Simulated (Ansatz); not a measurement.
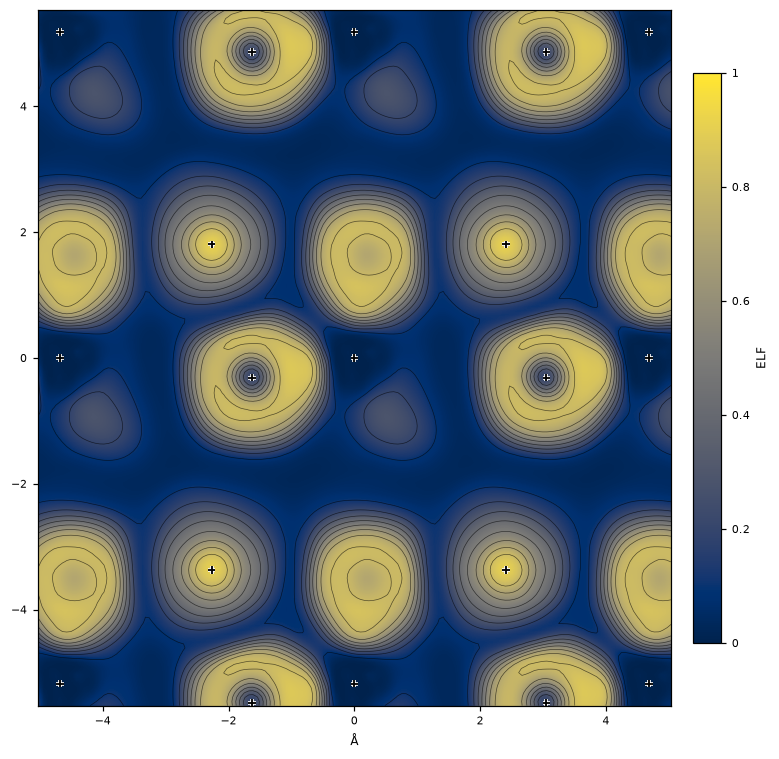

The ELF on a plane through atoms (crosses mark nuclei in the plane).

The calculation used DFT PBE, scalar-relativistic, plane waves, PAW (Ansatz 0.2.0).

Candidates:
A. Be2CdO3, a = 8.99 Å, b = 5.14 Å, c = 4.68 Å, α = 90.00°, β = 90.00°, γ = 90.00°. Space group Cmc2₁; a generated structure, not necessarily the stable one; changed on purpose from its base cell (volume × 0.97, shape and atoms relaxed); computed pressure about 5 GPa in this cell.
B. FePb2O4, a = 5.92 Å, b = 5.92 Å, c = 3.66 Å, α = 90.00°, β = 90.00°, γ = 90.00°. Space group P-42m; a generated structure, not necessarily the stable one; spin-polarised.
C. Ca2Si3N3, a = 7.29 Å, b = 7.29 Å, c = 8.61 Å, α = 90.00°, β = 90.00°, γ = 120.00°. Space group R32; a generated structure, not necessarily the stable one; changed on purpose from its base cell (volume × 1.10, shape and atoms relaxed); computed pressure about −6 GPa in this cell; computed without spin polarisation.

Q: Which system is this?

A: Candidate A: Be2CdO3 on the (110) plane of the conventional cell, which holds Be, Cd and O. Be–O (1.66 Å): the ELF peaks at about 0.85 in the valence shell of O, 0.6 Å from its nucleus, and is about 0.85 at the midpoint. Cd–O (2.22 Å): the ELF peaks at about 0.80 in the valence shell of O, 0.6 Å from its nucleus, and drops to about 0.10 between the two atoms: no shared electron pair shows on this line.
